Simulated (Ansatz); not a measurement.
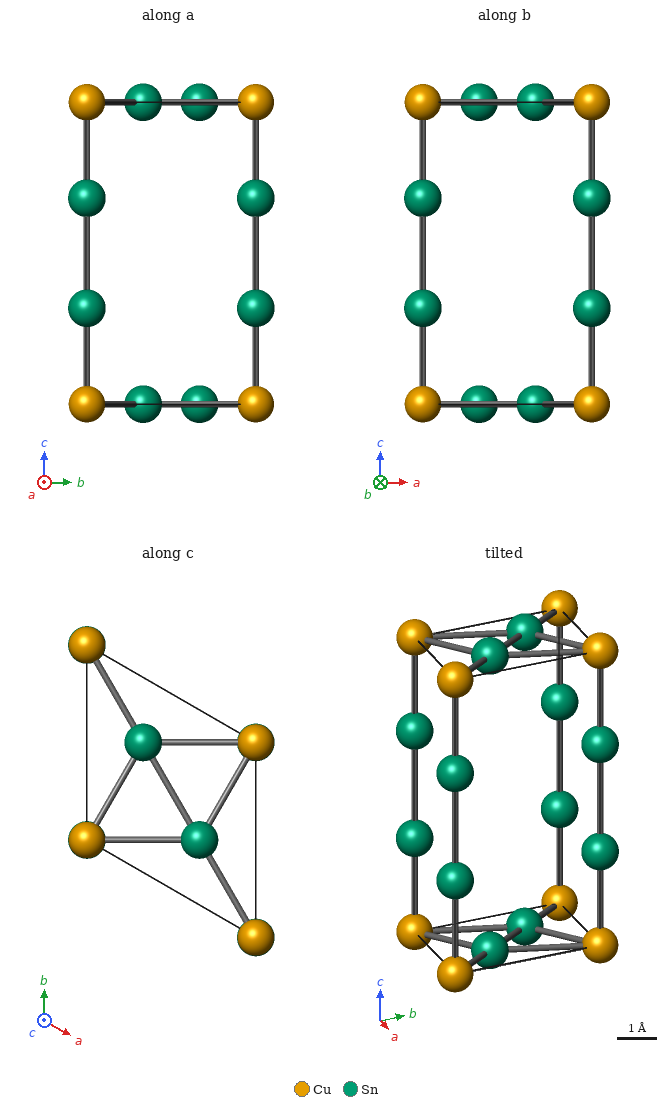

The figure gives a ball-and-stick picture of the atoms, viewed along the a axis, along the b axis, along the c axis and slightly off an axis. The edges of the conventional unit cell are marked.

Lattice parameters: a = 5.1211 Å, b = 5.1211 Å, c = 7.9281 Å, α = 90.000°, β = 90.000°, γ = 120.000°.

Q: Give the structure in the form of a CIF with its space group and independent sites, with free fractional coordinates to two decimals.

A:
```cif
data_structure
_symmetry_space_group_name_H-M 'P 6/m m m'
_symmetry_Int_Tables_number 191
_cell_length_a 5.1211
_cell_length_b 5.1211
_cell_length_c 7.9281
_cell_angle_alpha 90.000
_cell_angle_beta 90.000
_cell_angle_gamma 120.000
_cell_volume 180.06
loop_
_atom_site_label
_atom_site_type_symbol
_atom_site_symmetry_multiplicity
_atom_site_Wyckoff_symbol
_atom_site_fract_x
_atom_site_fract_y
_atom_site_fract_z
_atom_site_occupancy
Cu1 Cu 1 a 0.00 0.00 0.00 1
Sn1 Sn 2 c 0.3333 0.6667 0.00 1
Sn2 Sn 2 e 0.00 0.00 0.68 1
```

The structure comes from a random cell made by a generator, so it need not be a real form of the compound. What is shown is the relaxed result from Ansatz 0.2.0, DFT PBE, scalar-relativistic, plane waves, PAW.
